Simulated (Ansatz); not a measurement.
**BGeP (triplet): correlated methods under varied settings at a displaced geometry (v1)**

What do other methods and options give for BGeP (triplet) at this geometry, and how long do they take?

Program: Ansatz 0.2.0, Gaussian basis. Level of theory: the settings change from run to run. These are calculated values, not measurements.

32 further runs of the same task are left out: 3 for a known fault of the program, 12 that didn't finish, 17 set aside as unsound or not needed.

### 1 What is computed

The geometry is a PBE0/def2-TZVP stationary point (not a proven minimum) with its atoms shifted at random (size 0.040 Å). No spin-orbit coupling is included. The filled d shell of Ge may be among the frozen orbitals whatever the setting's name suggests; the logs give the count.

3 atoms, charge 0, spin multiplicity 3.

Atoms are counted from 1 here; the program's logs count them from 0.

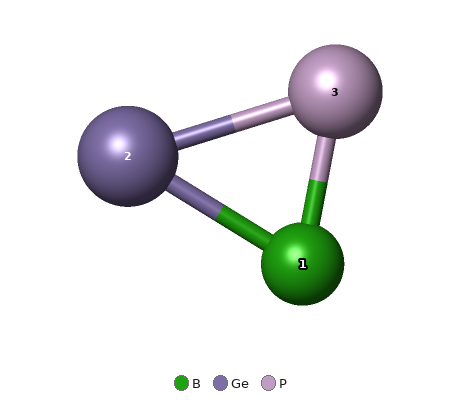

The structure; boron green, germanium purple, phosphorus pink; atoms are numbered from 1 in the order of the file.

### 2 CCSD on UHF/cc-pVDZ

in.yaml

```yaml
crystal:
  periodic: [false, false, false]
  atoms:
    - {symbol: B, position_ang: [-0.012229, -1.358252, -0.883550]}
    - {symbol: Ge, position_ang: [-0.013062, 0.038371, 0.768221]}
    - {symbol: P, position_ang: [0.034902, 0.384094, -1.493248]}
basis:
  gaussian: {orbitals: cc-pVDZ}
magnetization: {spin_polarized: true, initial_magnetization: 2}
correlation: {method: ccsd, electrons: valence}
scf: {lower_state_search: off}
```

Started as:

```console
$ ansatz run in.yaml --threads 1 --pin off --events-out ev --progress --plain --max-ram 2393MiB
```

Output (excerpt; [...] marks lines left out):

```text
Functional definition: HF
  name "HF"
  cite "Fock, Z. Phys. 61, 126 (1930) doi:10.1007/BF01340294"
  parent pbe
[...]
654 factors; integrals over basis functions are off by at most 8.4e-4 eV
[...]
mean field -66413.98780032 eV, -2440.6690346441 hartree, gradient 8.8e-6 eV, S^2 2.138455; 0 other end points of the search recorded, 0 dependent functions left out
15 core orbitals not correlated: weight in the atoms' cores, before any rotation towards them, 1.000 or more for the frozen orbitals, at most 0.000 for the correlated occupied ones
reference -66413.98780032 eV, -2440.6690346441 hartree; 12, 10 occupied and 32, 34 virtual orbitals, 654 factors
second order -6.89160503 eV of doubles, -0.00000000 eV of singles
cycle   1  -7.19852187 eV  change   -3.1e-1 eV  update   1.1e-1
[...]
cycle  15  -7.68101861 eV  change   -8.6e-6 eV  update   9.4e-6
Total energy: -66421.66881893 eV, -2440.9513068717 hartree
Checks for a lower state left out: stability, starts, cluster_reference, orbital_swaps, neighbouring_geometries, increment
```

It took 2 s on 1 thread of Arm Neoverse V2, shared host.

From the report: ⟨S²⟩ of the determinant 2.138 (pure triplet: 2.00); correlation -7.6810 eV; T1 0.032; largest double amplitude 0.07.

### 3 MP2 on ROHF/cc-pVDZ

Edit in.yaml of step 2 so:

```diff
@@ -8,4 +8,6 @@
   gaussian: {orbitals: cc-pVDZ}
-magnetization: {spin_polarized: true, initial_magnetization: 2}
-correlation: {method: ccsd, electrons: valence}
+magnetization: {spin_polarized: false, initial_magnetization: 2}
+hamiltonian: {pseudopotentials: {relativity: scalar}}
+correlation: {method: mp2, electrons: outside_noble_gas}
 scf: {lower_state_search: off}
+output: {forces: true}
```

Launched as before.

Output (excerpt; [...] marks lines left out):

```text
Functional definition: HF
  name "HF"
  cite "Fock, Z. Phys. 61, 126 (1930) doi:10.1007/BF01340294"
  parent pbe
[...]
655 factors; integrals over basis functions are off by at most 8.4e-4 eV
[...]
mean field -66899.55892079 eV, -2458.5134441894 hartree, gradient 2.9e-6 eV, S^2 2.000000; 0 other end points of the search recorded, 0 dependent functions left out
20 core orbitals not correlated: weight in the atoms' cores, before any rotation towards them, 1.000 or more for the frozen orbitals, at most 0.000 for the correlated occupied ones
reference -66899.55892079 eV, -2458.5134441894 hartree; 7, 5 occupied and 32, 34 virtual orbitals, 655 factors
second order -6.68466761 eV of doubles, -0.09560772 eV of singles
[...]
Total energy: -66906.33919613 eV, -2458.7626147121 hartree
Relativity: scalar
Atom 0 at    -0.012229    -1.358252    -0.883550 Å, force     0.010157     0.275047    -0.246855 eV/Å
Atom 1 at    -0.013062     0.038371     0.768221 Å, force     0.002533     0.116951    -0.005982 eV/Å
Atom 2 at     0.034902     0.384094    -1.493248 Å, force    -0.012690    -0.391998     0.252837 eV/Å
Dipole moment:    -0.000051     0.148312     0.173345 e Å
Checks for a lower state left out: starts, cluster_reference, orbital_swaps, neighbouring_geometries, increment
```

It took 2.1 s on 1 thread of Arm Neoverse V2, shared host.

### 4 CCSD on UHF/6-31G

in.yaml

```yaml
crystal:
  periodic: [false, false, false]
  atoms:
    - {symbol: B, position_ang: [-0.012229, -1.358252, -0.883550]}
    - {symbol: Ge, position_ang: [-0.013062, 0.038371, 0.768221]}
    - {symbol: P, position_ang: [0.034902, 0.384094, -1.493248]}
basis:
  gaussian: {orbitals: 6-31G}
magnetization: {spin_polarized: true, initial_magnetization: 2}
correlation: {method: ccsd, electrons: outside_noble_gas}
accuracy: high
scf: {lower_state_search: off}
```

Launched as before.

Output (excerpt; [...] marks lines left out):

```text
Functional definition: HF
  name "HF"
  cite "Fock, Z. Phys. 61, 126 (1930) doi:10.1007/BF01340294"
  parent pbe
[...]
956 factors; integrals over basis functions are off by at most 4.1e-9 eV
[...]
mean field -66403.66324745 eV, -2440.2896143244 hartree, gradient 9.5e-8 eV, S^2 2.167816; 0 other end points of the search recorded, 0 dependent functions left out
20 core orbitals not correlated: weight in the atoms' cores, before any rotation towards them, 0.999 or more for the frozen orbitals, at most 0.001 for the correlated occupied ones
reference -66403.66324745 eV, -2440.2896143244 hartree; 7, 5 occupied and 24, 26 virtual orbitals, 956 factors
second order -3.79025880 eV of doubles, -0.00000000 eV of singles
cycle   1  -4.03598219 eV  change   -2.5e-1 eV  update   1.1e-1
[...]
cycle  30  -4.43254055 eV  change   2.4e-10 eV  update  8.5e-10
Total energy: -66408.09578801 eV, -2440.4525071853 hartree
Checks for a lower state left out: stability, starts, cluster_reference, orbital_swaps, neighbouring_geometries, increment
```

It took 1.9 s on 1 thread of Arm Neoverse V2, shared host.

From the report: ⟨S²⟩ of the determinant 2.168 (pure triplet: 2.00); correlation -4.4325 eV; T1 0.046; largest double amplitude 0.08.

### 5 BCCD(T) on ROHF/cc-pVDZ

in.yaml

```yaml
crystal:
  periodic: [false, false, false]
  atoms:
    - {symbol: B, position_ang: [-0.012229, -1.358252, -0.883550]}
    - {symbol: Ge, position_ang: [-0.013062, 0.038371, 0.768221]}
    - {symbol: P, position_ang: [0.034902, 0.384094, -1.493248]}
basis:
  gaussian: {orbitals: cc-pVDZ, point_charges: [{charge: -0.50, position_ang: [4.750, -0.984, 0.431]}]}
magnetization: {spin_polarized: false, initial_magnetization: 2}
correlation: {method: bccd_t, electrons: outside_noble_gas}
output: {forces: true}
```

Launched as before.

Output (excerpt; [...] marks lines left out):

```text
Functional definition: HF
  name "HF"
  cite "Fock, Z. Phys. 61, 126 (1930) doi:10.1007/BF01340294"
  parent pbe
[...]
654 factors; integrals over basis functions are off by at most 8.4e-4 eV
[...]
mean field -66413.81691115 eV, -2440.6627545828 hartree, gradient 2.8e-6 eV, S^2 2.000000; 8 other end points of the search recorded, 0 dependent functions left out
[...]
determinant -66413.81691115 eV, -2440.6627545828 hartree, with singles and doubles -66421.22538519 eV, -2440.9350109823 hartree
determinant -66412.59748458 eV, -2440.6179414830 hartree, with singles and doubles -66419.62623327 eV, -2440.8762432330 hartree
determinant -66411.63407843 eV, -2440.5825369598 hartree, with singles and doubles -66419.35294618 eV, -2440.8662001176 hartree
20 core orbitals not correlated: weight in the atoms' cores, before any rotation towards them, 1.000 or more for the frozen orbitals, at most 0.000 for the correlated occupied ones
reference -66413.81691115 eV, -2440.6627545828 hartree; 7, 5 occupied and 32, 34 virtual orbitals, 654 factors
second order -6.66226416 eV of doubles, -0.09509309 eV of singles
cycle   1  -7.38449877 eV  change    2.4e-2 eV  update   2.1e-2
[...]
cycle  17  -7.38872501 eV  change    3.7e-7 eV  update   6.4e-7
perturbative correction -0.50336181 eV, -0.0184982052 hartree
[...]
Total energy: -66421.70899797 eV, -2440.9527834240 hartree
Atom 0 at    -0.012229    -1.358252    -0.883550 Å, force    -0.023208    -0.069047    -0.297432 eV/Å
Atom 1 at    -0.013062     0.038371     0.768221 Å, force     0.060395     0.197959     0.196485 eV/Å
Atom 2 at     0.034902     0.384094    -1.493248 Å, force    -0.008675    -0.142656     0.087591 eV/Å
Dipole moment:     0.103308     0.139695     0.230993 e Å
```

It took 14 s on 1 thread of Arm Neoverse V2, shared host.

From the report: correlation -7.8921 eV; largest double amplitude 0.07.

### 6 MP2 on UHF/def2-SVP

in.yaml

```yaml
crystal:
  periodic: [false, false, false]
  atoms:
    - {symbol: B, position_ang: [-0.012229, -1.358252, -0.883550]}
    - {symbol: Ge, position_ang: [-0.013062, 0.038371, 0.768221]}
    - {symbol: P, position_ang: [0.034902, 0.384094, -1.493248]}
basis:
  gaussian: {orbitals: def2-SVP}
magnetization: {spin_polarized: true, initial_magnetization: 2}
correlation: {method: mp2, electrons: outside_noble_gas}
output: {forces: true}
```

Launched as before.

Output (excerpt; [...] marks lines left out):

```text
Functional definition: HF
  name "HF"
  cite "Fock, Z. Phys. 61, 126 (1930) doi:10.1007/BF01340294"
  parent pbe
[...]
620 factors; integrals over basis functions are off by at most 1.2e-3 eV
[...]
mean field -66404.03019513 eV, -2440.3030994026 hartree, gradient 4.3e-6 eV, S^2 2.150733; 10 other end points of the search recorded, 0 dependent functions left out
20 core orbitals not correlated: weight in the atoms' cores, before any rotation towards them, 1.000 or more for the frozen orbitals, at most 0.000 for the correlated occupied ones
reference -66404.03019513 eV, -2440.3030994026 hartree; 7, 5 occupied and 37, 39 virtual orbitals, 620 factors
second order -6.36518863 eV of doubles, -0.00000000 eV of singles
[...]
Total energy: -66410.39538376 eV, -2440.5370157703 hartree
Atom 0 at    -0.012229    -1.358252    -0.883550 Å, force     0.031488     0.944216    -0.660072 eV/Å
Atom 1 at    -0.013062     0.038371     0.768221 Å, force     0.022406     0.377522    -0.808063 eV/Å
Atom 2 at     0.034902     0.384094    -1.493248 Å, force    -0.053894    -1.321738     1.468135 eV/Å
Dipole moment:    -0.001095     0.103373     0.179517 e Å
```

It took 4.5 s on 1 thread of Arm Neoverse V2, shared host.

From the report: ⟨S²⟩ of the determinant 2.151 (pure triplet: 2.00).

### 7 CISD/aug-cc-pVDZ

in.yaml

```yaml
crystal:
  periodic: [false, false, false]
  atoms:
    - {symbol: B, position_ang: [-0.012229, -1.358252, -0.883550]}
    - {symbol: Ge, position_ang: [-0.013062, 0.038371, 0.768221]}
    - {symbol: P, position_ang: [0.034902, 0.384094, -1.493248]}
basis:
  gaussian: {orbitals: aug-cc-pVDZ}
magnetization: {spin_polarized: false, initial_magnetization: 2}
correlation: {active_space: {ras: {orbitals: [5, 2, 59], electrons: 12, max_holes: 2, max_particles: 2}, fixed_orbitals: true}}
scf: {lower_state_search: off}
```

Same command.

Output:

```text
Functional definition: HF
  name "HF"
  cite "Fock, Z. Phys. 61, 126 (1930) doi:10.1007/BF01340294"
  parent pbe
  exchange = exact_x
  correlation = 0
these checks for a lower state are left out or cut short: stability, starts, cluster_reference, orbital_swaps, neighbouring_geometries, increment
920 factors; integrals over basis functions are off by at most 6.1e-4 eV
mean field evaluation 1: about -66412.5274 eV, gradient 1.1e1 eV
mean field evaluation 2: about -66412.5293 eV, gradient 1.1e1 eV
mean field evaluation 4: about -66413.6114 eV, gradient 3.0e0 eV
mean field evaluation 8: about -66413.8600 eV, gradient 2.5e-1 eV
mean field -66413.86160374 eV, -2440.6643970053 hartree, gradient 2.4e-6 eV, S^2 2.000000; 0 other end points of the search recorded, 0 dependent functions left out
reference -66413.86160374 eV, -2440.6643970053 hartree; 27, 25 occupied and 59, 61 virtual orbitals, 920 factors
state -66420.64400305 eV, -2440.9136455825 hartree
Total energy: -66420.64400305 eV, -2440.9136455825 hartree
Checks for a lower state left out: stability, starts, cluster_reference, orbital_swaps, neighbouring_geometries, increment
```

Wall time 12 s (1 thread of Arm Neoverse V2, shared host).

From the report: 393,276 determinants.

### 8 CCSD(T)/cc-pVDZ

in.yaml

```yaml
crystal:
  periodic: [false, false, false]
  atoms:
    - {symbol: B, position_ang: [-0.012229, -1.358252, -0.883550]}
    - {symbol: Ge, position_ang: [-0.013062, 0.038371, 0.768221]}
    - {symbol: P, position_ang: [0.034902, 0.384094, -1.493248]}
basis:
  gaussian: {orbitals: cc-pVDZ}
magnetization: {spin_polarized: true, initial_magnetization: 2}
hamiltonian: {xc: {name: B3LYP}}
correlation: {method: ccsd_t, electrons: outside_noble_gas, diis_vectors: 2}
output: {forces: true}
```

Same command.

Output (excerpt; [...] marks lines left out):

```text
Functional definition: B3LYP
  name "B3LYP"
  cite "Stephens, Devlin, Chabalowski & Frisch, J. Phys. Chem. 98, 11623 (1994) doi:10.1021/j100096a001"
  cite "Becke, Phys. Rev. A 38, 3098 (1988) doi:10.1103/PhysRevA.38.3098"
  cite "Lee, Yang & Parr, Phys. Rev. B 37, 785 (1988) doi:10.1103/PhysRevB.37.785"
  cite "Vosko, Wilk & Nusair, Can. J. Phys. 58, 1200 (1980) doi:10.1139/p80-159"
[...]
654 factors; integrals over basis functions are off by at most 8.4e-4 eV
[...]
mean field -66481.02011427 eV, -2443.1324267457 hartree, gradient 6.0e-6 eV, S^2 2.008985; 0 other end points of the search recorded, 0 dependent functions left out
20 core orbitals not correlated: weight in the atoms' cores, before any rotation towards them, 0.999 or more for the frozen orbitals, at most 0.000 for the correlated occupied ones
reference -66413.27476133 eV, -2440.6428309446 hartree; 7, 5 occupied and 32, 34 virtual orbitals, 654 factors
second order -7.14326797 eV of doubles, -0.30097434 eV of singles
cycle   1  -7.26096226 eV  change    1.7e-1 eV  update   1.1e-1
[...]
cycle  25  -7.64276882 eV  change    3.5e-7 eV  update   8.2e-7
perturbative correction -0.51968739 eV, -0.0190981592 hartree
[...]
Total energy: -66421.43721754 eV, -2440.9427956774 hartree
Atom 0 at    -0.012229    -1.358252    -0.883550 Å, force     0.002917    -0.103491    -0.280672 eV/Å
Atom 1 at    -0.013062     0.038371     0.768221 Å, force     0.000455     0.210930     0.217273 eV/Å
Atom 2 at     0.034902     0.384094    -1.493248 Å, force    -0.003372    -0.107439     0.063399 eV/Å
Dipole moment:    -0.000101     0.165835     0.196232 e Å
```

Wall time 10 s (1 thread of Arm Neoverse V2, shared host).

From the report: ⟨S²⟩ of the determinant 2.009 (pure triplet: 2.00); correlation -8.1625 eV; T1 0.015; largest double amplitude 0.08. The orbitals are Kohn-Sham ones, so correlation energy and T1 don't compare with those on Hartree-Fock orbitals.

### 9 MP2 on UHF/cc-pVDZ

Edit in.yaml of step 8 so:

```diff
@@ -9,4 +9,4 @@
 magnetization: {spin_polarized: true, initial_magnetization: 2}
-hamiltonian: {xc: {name: B3LYP}}
-correlation: {method: ccsd_t, electrons: outside_noble_gas, diis_vectors: 2}
+correlation: {method: mp2, electrons: outside_noble_gas}
+accuracy: high
 output: {forces: true}
```

The command is unchanged.

Output (excerpt; [...] marks lines left out):

```text
Functional definition: HF
  name "HF"
  cite "Fock, Z. Phys. 61, 126 (1930) doi:10.1007/BF01340294"
  parent pbe
[...]
1245 factors; integrals over basis functions are off by at most 4.4e-9 eV
[...]
mean field -66413.98790720 eV, -2440.6690385717 hartree, gradient 5.2e-8 eV, S^2 2.138456; 8 other end points of the search recorded, 0 dependent functions left out
20 core orbitals not correlated: weight in the atoms' cores, before any rotation towards them, 1.000 or more for the frozen orbitals, at most 0.000 for the correlated occupied ones
reference -66413.98790720 eV, -2440.6690385717 hartree; 7, 5 occupied and 32, 34 virtual orbitals, 1245 factors
second order -6.39200933 eV of doubles, -0.00000000 eV of singles
[...]
Total energy: -66420.37991653 eV, -2440.9039405820 hartree
Atom 0 at    -0.012229    -1.358252    -0.883550 Å, force     0.019715     0.408595    -0.623180 eV/Å
Atom 1 at    -0.013062     0.038371     0.768221 Å, force     0.017454     0.440476    -0.461200 eV/Å
Atom 2 at     0.034902     0.384094    -1.493248 Å, force    -0.037169    -0.849071     1.084380 eV/Å
Dipole moment:    -0.001574     0.105709     0.208760 e Å
```

Wall time 8.5 s (1 thread of Arm Neoverse V2, shared host).

From the report: ⟨S²⟩ of the determinant 2.138 (pure triplet: 2.00).

### 10 NEVPT2(4,4)/cc-pVDZ

in.yaml

```yaml
crystal:
  periodic: [false, false, false]
  atoms:
    - {symbol: B, position_ang: [-0.012229, -1.358252, -0.883550]}
    - {symbol: Ge, position_ang: [-0.013062, 0.038371, 0.768221]}
    - {symbol: P, position_ang: [0.034902, 0.384094, -1.493248]}
basis:
  gaussian: {orbitals: cc-pVDZ}
magnetization: {spin_polarized: false, initial_magnetization: 2}
correlation: {method: sc_nevpt2, electrons: outside_noble_gas, active_space: {window: {electrons: 4, orbitals: 4}}}
output: {forces: true}
```

The command is unchanged.

Output (excerpt; [...] marks lines left out):

```text
Functional definition: HF
  name "HF"
  cite "Fock, Z. Phys. 61, 126 (1930) doi:10.1007/BF01340294"
  parent pbe
[...]
654 factors; integrals over basis functions are off by at most 8.4e-4 eV
[...]
mean field -66413.76434981 eV, -2440.6608229892 hartree, gradient 2.7e-6 eV, S^2 2.000000; 8 other end points of the search recorded, 0 dependent functions left out
reference -66413.76434981 eV, -2440.6608229892 hartree; 27, 25 occupied and 32, 34 virtual orbitals, 654 factors
state -66414.17517406 eV, -2440.6759205018 hartree
state -66414.17517406 eV, -2440.6759205018 hartree; corrected -66420.46044092 eV, -2440.9068997989 hartree
state -66414.08913144 eV, -2440.6727584940 hartree
state -66414.08913144 eV, -2440.6727584940 hartree; corrected -66420.34720101 eV, -2440.9027383087 hartree
state -66414.17517406 eV, -2440.6759205018 hartree; corrected -66420.46044092 eV, -2440.9068997989 hartree
[...]
WARN: the results are in doubt because close orbitals or states may skew the forces
Total energy: -66420.46044092 eV, -2440.9068997989 hartree
Atom 0 at    -0.012229    -1.358252    -0.883550 Å, force     0.007598     0.194043    -0.198127 eV/Å
Atom 1 at    -0.013062     0.038371     0.768221 Å, force     0.000125     0.086234     0.092222 eV/Å
Atom 2 at     0.034902     0.384094    -1.493248 Å, force    -0.007722    -0.280277     0.105905 eV/Å
Dipole moment:    -0.045120     0.141260     0.204290 e Å
In doubt: close orbitals or states may skew the forces
```

It took 13 s on 1 thread of Arm Neoverse V2, shared host.

From the report: 36 determinants; active occupations 1.93, 1.00, 1.00, 0.07. Mind the lines of doubt at the end of the log.

### 11 All runs side by side

Where basis and cores are those of an earlier RCCSDT(Q)/cc-pVDZ run (-66421.7408 eV), and the state is the same kind, the miss against it is given. † marks a result that the program doubts.

```tsv
level	correlated	functions	energy (eV)	from RCCSDT(Q) (meV)	time
CCSD on UHF/cc-pVDZ	valence	59	-66421.6688		2 s
MP2 on ROHF/cc-pVDZ (relativity set)	outside noble gas	59	-66906.3392		2.1 s
CCSD on UHF/6-31G	outside noble gas	51	-66408.0958		1.9 s
BCCD(T) on ROHF/cc-pVDZ (beside a point charge)	outside noble gas	59	-66421.7090		14 s
MP2 on UHF/def2-SVP	outside noble gas	64	-66410.3954		4.5 s
CISD/aug-cc-pVDZ	outside noble gas	86	-66420.6440		12 s
CCSD(T)/cc-pVDZ (on B3LYP orbitals)	outside noble gas	59	-66421.4372	303.6	10 s
MP2 on UHF/cc-pVDZ	outside noble gas	59	-66420.3799	1360.9	8.5 s
NEVPT2(4,4)/cc-pVDZ †	outside noble gas	59	-66420.4604	1280.4	13 s
```

### 12 Outcome

```
quantity                                                  value
    runs                                                      9
quickest                               CCSD on UHF/6-31G, 1.9 s
 slowest  BCCD(T) on ROHF/cc-pVDZ (beside a point charge), 14 s
```

What this shows: Total energies in different bases, with other cores or another treatment of relativity can't be set against each other. BCCD(T) on ROHF/cc-pVDZ (beside a point charge) took 7 times as long as CCSD on UHF/6-31G; the jobs differ in more than the method. Among the correlated runs with a miss given, it spans +304 to +1361 meV. Cores frozen from Kohn-Sham orbitals shift the total energy.
